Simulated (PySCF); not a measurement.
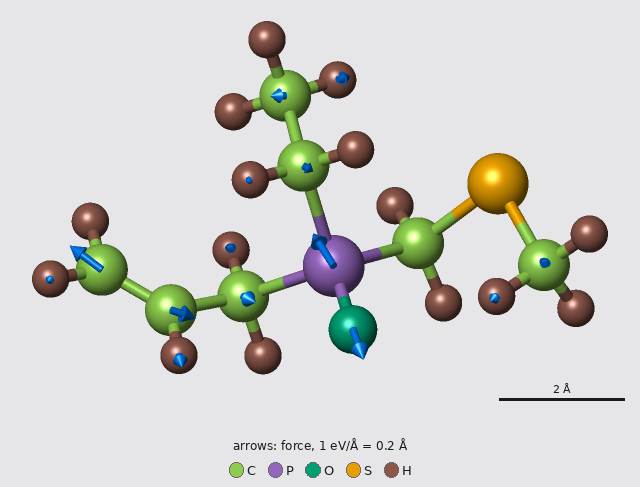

Starting geometry of C7H15OPS with the computed forces as blue arrows. Style: ball-and-stick. Shown face on.

The start comes from GFN2-xTB. Its atoms were then displaced at random by about 0.01 Å.

Computed with PBE0-D3(BJ)/def2-SVP geometry optimisation, gas phase (PySCF 2.14.0, density-fitted response routines). 

> What follows when this structure is relaxed?

It isn't relaxed: the largest force vector, on the P atom, is 4.12 eV/Å. The final displacements have little in common with the starting forces (cosine between the two patterns 0.13). The energy falls by 7.71 kcal/mol in 6 geometry steps. The largest move after the best rigid fit is that of an H atom, 0.25 Å. Largest moves by element: H 0.25 Å, C 0.16 Å, O 0.15 Å, S 0.15 Å, P 0.11 Å. Near-neighbour distances that change, for instance: C–P 1.894 → 1.837 Å, O–P 1.450 → 1.503 Å, C–C 1.290 → 1.334 Å, C–H 1.060 → 1.096 Å. Among the angles between lasting bonds that change: C–C–P 106.8° → 110.3°, H–C–H 113.7° → 117.1°, P–C–S 109.0° → 112.4°.
